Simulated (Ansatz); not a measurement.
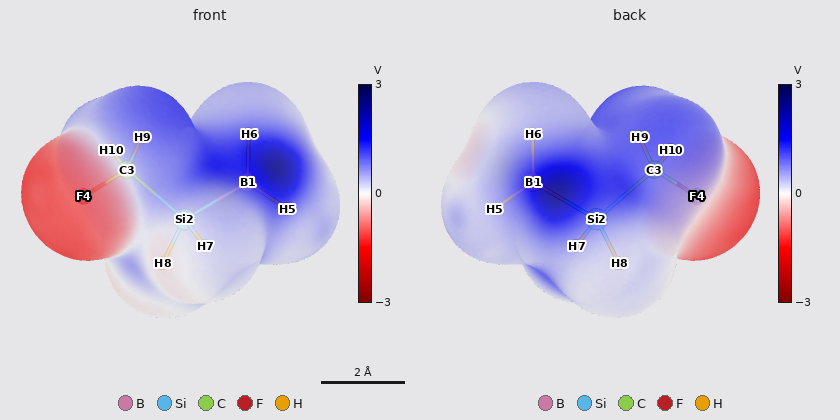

Figure. CH6BFSi. The electrostatic potential painted on the density surface at 0.002 e/bohr³, seen from the front and from behind; red is negative and blue positive.

Geometry: PBE0-D4/def2-TZVP.

The calculation used Ansatz 0.2.0, RKS PBE0-D4/def2-TZVPP.

The calculation's input:

```
crystal:
  periodic: [false, false, false]
  atoms:
    - {symbol: B, position_ang: [-1.700868, 0.681748, -0.301071]}
    - {symbol: Si, position_ang: [-0.119680, -0.553841, -0.431921]}
    - {symbol: C, position_ang: [1.348680, 0.024832, 0.621749]}
    - {symbol: F, position_ang: [2.425701, -0.848509, 0.514486]}
    - {symbol: H, position_ang: [-2.690242, 0.436408, -0.926376]}
    - {symbol: H, position_ang: [-1.714791, 1.665645, 0.379346]}
    - {symbol: H, position_ang: [0.311302, -0.651088, -1.856429]}
    - {symbol: H, position_ang: [-0.531819, -1.916278, 0.014454]}
    - {symbol: H, position_ang: [1.685978, 1.019574, 0.309545]}
    - {symbol: H, position_ang: [1.068638, 0.090308, 1.679120]}
basis:
  gaussian: {orbitals: def2-TZVPP}
hamiltonian: {xc: pbe0, dispersion: d4}
output: {orbitals: {seedname: orbitals}}
```

Command:

```sh
ansatz run in.yaml --threads 2 --pin off --events-out ev --progress --plain --max-ram 4352MiB
```

Q: Where is the surface potential most negative and most positive?

A: The most negative region (about −1.1 V, or −25 kcal/mol for a unit charge) lies over F4, the most positive (about +2.2 V, or +51 kcal/mol for a unit charge) over B1.
